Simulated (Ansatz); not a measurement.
# CH5PSSi: the cost of one run

All numbers below are computed with Ansatz 0.2.0 (RKS PBE/def2-SVP).

### 1 The starting structure

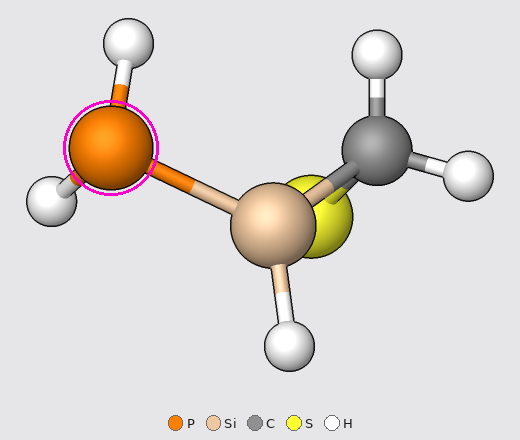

Start, viewed from a chosen angle; phosphorus orange, silicon light orange, carbon grey, sulfur yellow, hydrogen white. Ringed: P1.

As a file:

```xyz
9

P    -1.7112    0.9338    0.4934
Si   -0.1480   -0.4767    0.7223
C     1.3697   -0.1655   -0.1611
S     0.5430   -0.9336   -1.3360
H    -2.4365    0.3085   -0.5848
H    -1.0804    1.8844   -0.3834
H    -0.4212   -1.7861    1.3391
H     1.6974    0.8855   -0.3532
H     2.2755   -0.6966    0.2464
```

### 2 Relaxing end A

Contents of input.yaml:

```yaml
crystal:
  periodic: [false, false, false]
  atoms:
    - { symbol: P, position_ang: [-1.7112, 0.9338, 0.4934] }
    - { symbol: Si, position_ang: [-0.148, -0.4767, 0.7223] }
    - { symbol: C, position_ang: [1.3697, -0.1655, -0.1611] }
    - { symbol: S, position_ang: [0.543, -0.9336, -1.336] }
    - { symbol: H, position_ang: [-2.4365, 0.3085, -0.5848] }
    - { symbol: H, position_ang: [-1.0804, 1.8844, -0.3834] }
    - { symbol: H, position_ang: [-0.4212, -1.7861, 1.3391] }
    - { symbol: H, position_ang: [1.6974, 0.8855, -0.3532] }
    - { symbol: H, position_ang: [2.2755, -0.6966, 0.2464] }
basis:
  gaussian: { orbitals: def2-SVP }
hamiltonian:
  xc: pbe
relax:
  f_tol: 0.015
  max_steps: 40
```

Launch:

```bash
$ ansatz run input.yaml --threads 1 --pin off --max-ram 2048MiB --backend cpu --events-out ev --progress --plain --runs-dir out
```

What time and memory should one allow on 1 thread of Arm Neoverse V1, shared host?

About 33 s, with a peak of 0.15 GiB.
